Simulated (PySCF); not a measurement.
SMILES S(C)c1ccc(cc1)OC, GFN2-xTB optimised geometry. Atoms within 1.6 Å of the plane z = 0.0 Å (x, y, z in Å): C1 (-3.04, -2.38, -0.01), O2 (-1.64, -2.32, 0.00), C3 (-1.04, -1.09, 0.00), C4 (-1.71, 0.13, 0.00), C5 (-1.00, 1.31, 0.00), C6 (0.39, 1.30, 0.00), S7 (1.19, 2.89, 0.00), C8 (2.96, 2.48, -0.08), C9 (1.07, 0.09, 0.00), C10 (0.35, -1.09, 0.00), H11 (-3.46, -1.91, -0.90), H12 (-3.29, -3.44, -0.01), H13 (-3.47, -1.91, 0.88), H14 (-2.79, 0.17, 0.00), H15 (-1.52, 2.25, 0.00), H16 (3.25, 1.94, 0.81), H17 (3.17, 1.92, -0.98), H18 (3.47, 3.44, -0.11), H19 (2.14, 0.05, 0.00), H20 (0.87, -2.04, 0.00).

Computed with PBE0/def2-SVP (PySCF). Cells within 0.4 Å of a nucleus heavier than hydrogen are left out (blank, or x).

Map of the electrostatic potential (hartree/e), clipped to [-0.08, 0.12] on the plane z = 0.0 Å:

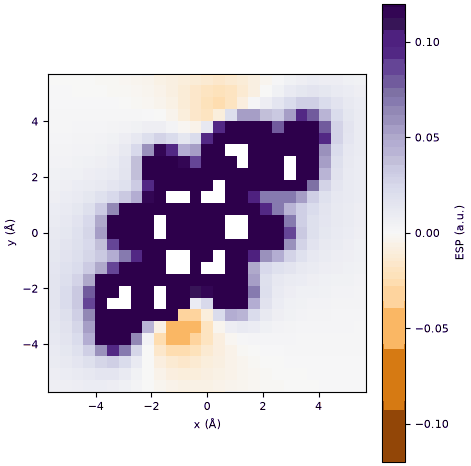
Fig. 1. Electrostatic potential (hartree/e), clipped to [-0.08, 0.12] on the plane z = 0.0 Å.
